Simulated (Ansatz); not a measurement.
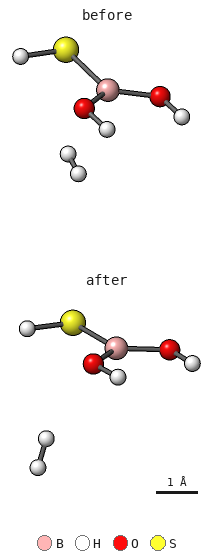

The structure of BH5SO2 before (top) and after (bottom) a relaxation, at one scale.

A ball-and-stick model, seen at a tilt.

The run prepares an end point of a later path (reaction) calculation, from a guessed geometry.

Theory: Ansatz 0.2.0, RKS PBE0/def2-SVP.

Input file:
```yaml
crystal:
  periodic: [false, false, false]
  atoms:
    - { symbol: B, position_ang: [-0.067675, 0.579461, -0.137541] }
    - { symbol: H, position_ang: [-0.040575, -0.490235, 2.011342] }
    - { symbol: O, position_ang: [1.157514, 0.006106, -0.286837] }
    - { symbol: H, position_ang: [1.152869, -0.879311, -0.664025] }
    - { symbol: O, position_ang: [-1.259716, 0.049836, -0.517473] }
    - { symbol: H, position_ang: [-1.220833, -0.825272, -0.913395] }
    - { symbol: S, position_ang: [-0.14168, 2.289348, 0.604653] }
    - { symbol: H, position_ang: [1.184801, 2.338911, 0.849538] }
    - { symbol: H, position_ang: [-0.184405, 0.197755, 2.160438] }
basis:
  gaussian: { orbitals: def2-SVP }
hamiltonian:
  xc: pbe0
relax:
  f_tol: 0.03
  max_steps: 50
output:
  orbitals: {}
```

Command:
```bash
ansatz run input.yaml --threads 2 --pin off --max-ram 3072MiB --backend cpu --events-out ev --progress --plain --runs-dir out
```

Summarise the run.

H2 moves most after the best rigid fit: 1.69 Å. By element the largest moves are H 1.69 Å, O 0.49 Å, B 0.36 Å, S 0.28 Å. Some distances before and after: H2–H9 0.719 → 0.763 Å, B1–S7 1.865 → 1.825 Å. After 18 accepted moves (19 points after the start) the energy has fallen by 5.05 kcal/mol. Largest force component: 1.8 eV/Å at the start, 0.0082 eV/Å at the end. The line search rejected the trial step at point 5 of the run. The forces were under the threshold at step 7, but the run went on from there.

Limits of the set-up: the start holds two separate molecules, 2.3 Å apart at their closest, whose relative position is a soft coordinate and is computed without a dispersion correction.
